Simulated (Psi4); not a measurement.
# One shape, several levels: CH3BO (B(CO)H3)

Aim: a comparison of 6 runs (HF/3-21G, TPSS/6-31G, B3LYP/6-31G*, wB97X/6-31G**, KMLYP/DZP) of CH3BO (B(CO)H3). 

Program for the calculation: Psi4 1.11.

2 further runs of the same task are left out: 2 set aside as unsound or not needed.

## Step 1: The structure to begin with

The species is CH3BO (6 atoms), meant as a singlet with charge 0. SMILES: `[H]B([H])([H])<-[C-]#[O+]`. Geometry: relaxed at GFN2-xTB.

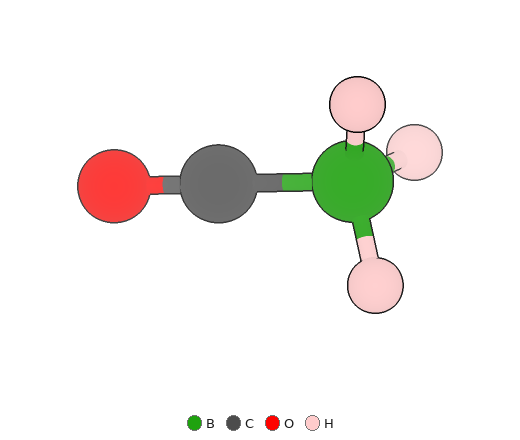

Viewed from a chosen angle; boron green, carbon dark grey, oxygen red, hydrogen pink.

## Step 2: Energy and gradient at HF/3-21G (run 1)

job.py reads:

```python
import psi4

psi4.set_memory(1600000000)
psi4.set_num_threads(1)
psi4.set_output_file('output.dat', False)

molecule = psi4.geometry("""
B     -0.013250     0.005270    -0.516110
C      0.011910     0.007900     0.957520
O      0.044170    -0.008430     2.099160
H      1.125420     0.004210    -0.852220
H     -0.589380     0.982500    -0.862300
H     -0.578870    -0.991440    -0.826050
units angstrom
symmetry c1
""")

options = {'basis': '3-21G', 'reference': 'rhf', 'puream': True, 'e_convergence': 1e-09, 'd_convergence': 1e-08, 'scf_type': 'pk'}
psi4.set_options(options)

E = psi4.gradient("hf")
print('gradient / Eh bohr^-1')
print(E.np.round(6))
```

Command:

```sh
$ python job.py
```

output.dat:

```text
[...]
  Running in c1 symmetry.
[...]
  Nuclear repulsion =   57.076153612729442
[...]
  Multiplicity = 1
[...]
  Nalpha       = 11
  Nbeta        = 11
[...]
    Number of basis functions: 33
[...]
   @RHF iter   1:  -138.29217658152194   -8.04300e-01   9.46688e-03 DIIS/ADIIS
[...]
   @RHF iter  12:  -138.34745830191076   -5.68434e-13   2.22296e-09 DIIS
[...]
    Orbital Energies [Eh]
    ---------------------
    Doubly Occupied:
       1A    -20.635732     2A    -11.401041     3A     -7.508085
       4A     -1.590149     5A     -0.916253     6A     -0.791260
       7A     -0.692720     8A     -0.692325     9A     -0.565312
      10A     -0.470584    11A     -0.470470
[...]
  @RHF Final Energy:  -138.34745830191076
   => Energetics <=
    Nuclear Repulsion Energy =             57.0761536127294420
    One-Electron Energy =                -299.3793625862052750
    Two-Electron Energy =                 103.9557506715650561
    Total Energy =                       -138.3474583019107627
[...]
 Multipole Moments:
 ------------------------------------------------------------------------------------
     Multipole            Electronic (a.u.)      Nuclear  (a.u.)        Total (a.u.)
 ------------------------------------------------------------------------------------
 L = 1.  Multiply by 2.5417464519 to convert [e a0] to [Debye]
 Dipole X            :          0.0589893           -0.0565855            0.0024037
 Dipole Y            :          0.0234258           -0.0100865            0.0133394
 Dipole Z            :          4.1629337           -3.5122344            0.6506993
 Magnitude           :                                                    0.6508404
[...]
  -Total Gradient:
     Atom            X                  Y                   Z
    ------   -----------------  -----------------  -----------------
       1        0.000807958959    -0.000097591572     0.040646646018
       2       -0.002198609598     0.000923546834    -0.090978426647
       3        0.001579418137    -0.001197724809     0.042327726784
       4       -0.008436448013     0.000120569645     0.003183315430
       5        0.004186502361    -0.007156303762     0.002024903349
       6        0.004061178155     0.007407503665     0.002795835066
[...]
```

On the terminal:

```text
gradient / Eh bohr^-1
[[ 8.0800e-04 -9.8000e-05  4.0647e-02]
 [-2.1990e-03  9.2400e-04 -9.0978e-02]
 [ 1.5790e-03 -1.1980e-03  4.2328e-02]
 [-8.4360e-03  1.2100e-04  3.1830e-03]
 [ 4.1870e-03 -7.1560e-03  2.0250e-03]
 [ 4.0610e-03  7.4080e-03  2.7960e-03]]
```

It took 1.9 s on 1 thread of Intel Xeon Platinum 8488C (Sapphire Rapids), shared host; peak memory 0.18 GiB.

## Step 3: A single-point energy at TPSS/6-31G (run 2)

job.py reads:

```python
import psi4

psi4.set_memory(1600000000)
psi4.set_num_threads(1)
psi4.set_output_file('ch3bo.out', False)

molecule = psi4.geometry("""
0 1
B     -0.013250     0.005270    -0.516110
C      0.011910     0.007900     0.957520
O      0.044170    -0.008430     2.099160
H      1.125420     0.004210    -0.852220
H     -0.589380     0.982500    -0.862300
H     -0.578870    -0.991440    -0.826050
units angstrom
symmetry c1
""")

psi4.set_options({
    'basis': '6-31G',
    'puream': True,
    'e_convergence': 1e-09,
    'd_convergence': 1e-08,
    'scf_type': 'pk',
    'dft_radial_points': 99,
    'dft_spherical_points': 590,
})

e_tot, wfn = psi4.energy("tpss", molecule=molecule, return_wfn=True)
psi4.oeprop(wfn, "QUADRUPOLE", "WIBERG_LOWDIN_INDICES", "DIPOLE", title="TPSS")
print('E =', round(e_tot, 9))
for k, v in sorted(psi4.core.scalar_variables().items()):
    print(f'{k:45s} {v:18.10f}')
```

Command:

```sh
$ python job.py
```

ch3bo.out:

```text
[...]
  Running in c1 symmetry.
[...]
  Nuclear repulsion =   57.076153612729442
[...]
  Multiplicity = 1
[...]
  Nalpha       = 11
  Nbeta        = 11
[...]
    Number of basis functions: 33
[...]
   @RKS iter   1:  -139.79861720050192   -2.85141e-01   1.45986e-02 DIIS/ADIIS
[...]
   @RKS iter  10:  -139.94548942483971   -2.26805e-11   8.53885e-09 DIIS
[...]
    Orbital Energies [Eh]
    ---------------------
    Doubly Occupied:
       1A    -19.040889     2A    -10.164434     3A     -6.548579
       4A     -1.146422     5A     -0.613754     6A     -0.502283
       7A     -0.464662     8A     -0.464564     9A     -0.367518
      10A     -0.309163    11A     -0.308741
[...]
  @RKS Final Energy:  -139.94548942483971
   => Energetics <=
    Nuclear Repulsion Energy =             57.0761536127294420
    One-Electron Energy =                -301.0391893257481684
    Two-Electron Energy =                 123.1777421939327581
    DFT Exchange-Correlation Energy =     -19.1601959057537421
    Empirical Dispersion Energy =           0.0000000000000000
    VV10 Nonlocal Energy =                  0.0000000000000000
    Total Energy =                       -139.9454894248397068
[...]
 Multipole Moments:
 ------------------------------------------------------------------------------------
     Multipole            Electronic (a.u.)      Nuclear  (a.u.)        Total (a.u.)
 ------------------------------------------------------------------------------------
 L = 1.  Multiply by 2.5417464519 to convert [e a0] to [Debye]
 Dipole X            :          0.0611172           -0.0565855            0.0045317
 Dipole Y            :          0.0153947           -0.0100865            0.0053082
 Dipole Z            :          3.9635617           -3.5122344            0.4513273
 Magnitude           :                                                    0.4513812
 L = 2.  Multiply by 1.3450342976 to convert [e a0^2] to [Debye ang]
 Quadrupole XX       :        -20.6009446            7.0059848          -13.5949597
 Quadrupole XY       :          0.0140126           -0.0113981            0.0026145
[...]
```

On the terminal:

```text
E = -139.945489425
CURRENT ENERGY                                   -139.9454894248
CURRENT REFERENCE ENERGY                         -139.9454894248
DD SOLVATION ENERGY                                 0.0000000000
DFT FUNCTIONAL TOTAL ENERGY                      -139.9454894248
DFT TOTAL ENERGY                                 -139.9454894248
DFT VV10 ENERGY                                     0.0000000000
DFT XC ENERGY                                     -19.1601959058
GRID ELECTRONS ALPHA                               11.0000000108
GRID ELECTRONS BETA                                11.0000000108
GRID ELECTRONS TOTAL                               22.0000000216
NUCLEAR REPULSION ENERGY                           57.0761536127
ONE-ELECTRON ENERGY                              -301.0391893257
PCM POLARIZATION ENERGY                             0.0000000000
PE ENERGY                                           0.0000000000
SCF ITERATION ENERGY                             -139.9454894248
SCF ITERATIONS                                     10.0000000000
SCF TOTAL ENERGY                                 -139.9454894248
TWO-ELECTRON ENERGY                               123.1777421939
XC GRID RADIAL POINTS                              99.0000000000
XC GRID SPHERICAL POINTS                          590.0000000000
XC GRID TOTAL POINTS                           332394.0000000000
```

Run time: 14 s. Hardware: 1 thread of Intel Xeon Platinum 8488C (Sapphire Rapids), shared host; peak memory 0.96 GiB.

## Step 4: Energy and gradient at B3LYP/6-31G(d) (Cartesian functions) (run 3)

ch3bo.xyz reads:

```xyz
6
CH3BO
B     -0.013250     0.005270    -0.516110
C      0.011910     0.007900     0.957520
O      0.044170    -0.008430     2.099160
H      1.125420     0.004210    -0.852220
H     -0.589380     0.982500    -0.862300
H     -0.578870    -0.991440    -0.826050
```

calc.py reads:

```python
import psi4

psi4.set_memory(1600000000)
psi4.set_num_threads(1)
psi4.set_output_file('psi4.out', False)

with open('ch3bo.xyz') as f:
    atoms = ''.join(f.readlines()[2:])
geom = psi4.geometry('0 1\n' + atoms + 'symmetry c1')

psi4.set_options({
    'basis': '6-31G*',
    'puream': False,
    'e_convergence': 1e-09,
    'd_convergence': 1e-08,
    'scf_type': 'pk',
    'dft_radial_points': 99,
    'dft_spherical_points': 590,
})

E, wfn = psi4.gradient('b3lyp', return_wfn=True)
psi4.oeprop(wfn, 'LOWDIN_CHARGES', 'WIBERG_LOWDIN_INDICES', 'QUADRUPOLE', title='B3LYP')
print('gradient / Eh bohr^-1')
print(E.np.round(6))
print(f'energy = {wfn.energy():.10f} Eh')
```

Command:

```sh
$ python calc.py
```

psi4.out:

```text
[...]
  Running in c1 symmetry.
[...]
  Nuclear repulsion =   57.076153612729442
[...]
  Multiplicity = 1
[...]
  Nalpha       = 11
  Nbeta        = 11
[...]
    Number of basis functions: 51
[...]
   @RKS iter   1:  -139.83928141925699   -4.16009e-01   9.45966e-03 ADIIS/DIIS
[...]
   @RKS iter  10:  -139.96915430314786   -3.49587e-12   8.90344e-09 DIIS
[...]
    Orbital Energies [Eh]
    ---------------------
    Doubly Occupied:
       1A    -19.285185     2A    -10.358913     3A     -6.704449
       4A     -1.187883     5A     -0.665255     6A     -0.562452
       7A     -0.503620     8A     -0.503498     9A     -0.403976
      10A     -0.340065    11A     -0.339618
[...]
  @RKS Final Energy:  -139.96915430314786
   => Energetics <=
    Nuclear Repulsion Energy =             57.0761536127294420
    One-Electron Energy =                -301.2576825516624126
    Two-Electron Energy =                 119.6772891458091408
    DFT Exchange-Correlation Energy =     -15.4649145100240428
    Empirical Dispersion Energy =           0.0000000000000000
    VV10 Nonlocal Energy =                  0.0000000000000000
    Total Energy =                       -139.9691543031478602
[...]
  -Total Gradient:
     Atom            X                  Y                   Z
    ------   -----------------  -----------------  -----------------
       1        0.000472026023    -0.000201440705     0.017665631380
       2       -0.000652734866     0.000379435959    -0.026045735954
       3        0.000314628082    -0.000451640811     0.001456907826
       4       -0.010805492257     0.000080834474     0.002639340981
       5        0.005417797116    -0.009258675108     0.002019410821
       6        0.005253515166     0.009451941490     0.002264071825
[...]
 Multipole Moments:
 ------------------------------------------------------------------------------------
     Multipole            Electronic (a.u.)      Nuclear  (a.u.)        Total (a.u.)
 ------------------------------------------------------------------------------------
 L = 1.  Multiply by 2.5417464519 to convert [e a0] to [Debye]
 Dipole X            :          0.0622650           -0.0565855            0.0056794
 Dipole Y            :          0.0156009           -0.0100865            0.0055145
 Dipole Z            :          4.0323031           -3.5122344            0.5200687
 Magnitude           :                                                    0.5201290
 L = 2.  Multiply by 1.3450342976 to convert [e a0^2] to [Debye ang]
 Quadrupole XX       :        -20.5640442            7.0059848          -13.5580594
 Quadrupole XY       :          0.0140654           -0.0113981            0.0026673
[...]
```

On the terminal:

```text
gradient / Eh bohr^-1
[[ 4.7200e-04 -2.0100e-04  1.7666e-02]
 [-6.5300e-04  3.7900e-04 -2.6046e-02]
 [ 3.1500e-04 -4.5200e-04  1.4570e-03]
 [-1.0805e-02  8.1000e-05  2.6390e-03]
 [ 5.4180e-03 -9.2590e-03  2.0190e-03]
 [ 5.2540e-03  9.4520e-03  2.2640e-03]]
energy = -139.9691543031 Eh
```

Run time: 8.7 s. Hardware: 1 thread of Intel Xeon Platinum 8488C (Sapphire Rapids), shared host; peak memory 0.69 GiB.

Runs 4 to 5 aren't shown in full; the table further down has their settings and results.

## Step 5: The energy at KMLYP/DZP (density fitting, Cartesian functions) (run 6)

job.inp reads:

```
memory 1.6 GB

molecule {
  0 1
  B     -0.013250     0.005270    -0.516110
  C      0.011910     0.007900     0.957520
  O      0.044170    -0.008430     2.099160
  H      1.125420     0.004210    -0.852220
  H     -0.589380     0.982500    -0.862300
  H     -0.578870    -0.991440    -0.826050
}

set {
  reference rks
  scf_type df
}

energy('kmlyp/DZP')
```

Command:

```sh
$ psi4 -i job.inp -o job.out -n 1
```

job.out:

```text
[...]
  Running in c1 symmetry.
[...]
  Nuclear repulsion =   57.076153612729442
[...]
  Multiplicity = 1
[...]
  Nalpha       = 11
  Nbeta        = 11
[...]
    Number of basis functions: 63
[...]
   @DF-RKS iter   1:  -139.62124875647265   -6.82812e-01   5.72296e-03 DIIS/ADIIS
[...]
   @DF-RKS iter   7:  -139.69666202176336   -2.99246e-07   7.63654e-07 DIIS
[...]
    Orbital Energies [Eh]
    ---------------------
    Doubly Occupied:
       1A    -19.877888     2A    -10.830027     3A     -7.071842
       4A     -1.380382     5A     -0.804020     6A     -0.696050
       7A     -0.617166     8A     -0.616952     9A     -0.500757
      10A     -0.423347    11A     -0.422982
[...]
  @DF-RKS Final Energy:  -139.69666202176336
   => Energetics <=
    Nuclear Repulsion Energy =             57.0761536127294420
    One-Electron Energy =                -301.0528224661999843
    Two-Electron Energy =                 112.9123190392490983
    DFT Exchange-Correlation Energy =      -8.6323122075419327
    Empirical Dispersion Energy =           0.0000000000000000
    VV10 Nonlocal Energy =                  0.0000000000000000
    Total Energy =                       -139.6966620217633590
[...]
 Multipole Moments:
 ------------------------------------------------------------------------------------
     Multipole            Electronic (a.u.)      Nuclear  (a.u.)        Total (a.u.)
 ------------------------------------------------------------------------------------
 L = 1.  Multiply by 2.5417464519 to convert [e a0] to [Debye]
 Dipole X            :          0.0623819           -0.0565855            0.0057964
 Dipole Y            :          0.0156483           -0.0100865            0.0055619
 Dipole Z            :          4.0377347           -3.5122344            0.5255004
 Magnitude           :                                                    0.5255618
[...]
```

Run time: 3.6 s. Hardware: 1 thread of Intel Xeon Platinum 8488C (Sapphire Rapids), shared host; peak memory 0.43 GiB.

## Step 6: All runs side by side

```
run                                                   level      task         integration grid  energy (Eh)  dipole moment (D)  HOMO energy (eV)  LUMO energy (eV)  wall time
  1                                                HF/3-21G  gradient                        –  -138.347458               1.65            -12.80              2.64      1.9 s
  2                                              TPSS/6-31G    energy  99 radial × 590 angular  -139.945489               1.15             -8.40             -2.40       14 s
  3                      B3LYP/6-31G* (Cartesian functions)  gradient  99 radial × 590 angular  -139.969154               1.32             -9.24             -1.50      8.7 s
  4                     wB97X/6-31G** (spherical functions)    energy  99 radial × 590 angular  -139.921163               1.50            -11.88              1.03      8.4 s
  5  KMLYP/DZP (ZORA, density fitting, Cartesian functions)    energy  75 radial × 302 angular  -139.808806               1.34            -11.51             -0.42       12 s
  6        KMLYP/DZP (density fitting, Cartesian functions)    energy  75 radial × 302 angular  -139.696662               1.34            -11.51             -0.43      3.6 s
```

## Step 7: Summary of results

| quantity | value |
| --- | --- |
| run 6: total energy | -139.69666 Eh |
| run 6: dipole moment | 1.34 D |
| run 6: HOMO energy | -11.51 eV |
| run 6: LUMO energy | -0.43 eV |
| run 6: HOMO–LUMO gap | 11.08 eV |

The dipole moment (its size) runs from 1.15 D (TPSS/6-31G) to 1.65 D (HF/3-21G). The two ends differ in method and basis. The HOMO–LUMO gap runs from 6.00 eV (TPSS/6-31G) to 15.45 eV (HF/3-21G). Totals of different functionals can't be ranked against each other. All runs together took 49 s, the longest 14 s.
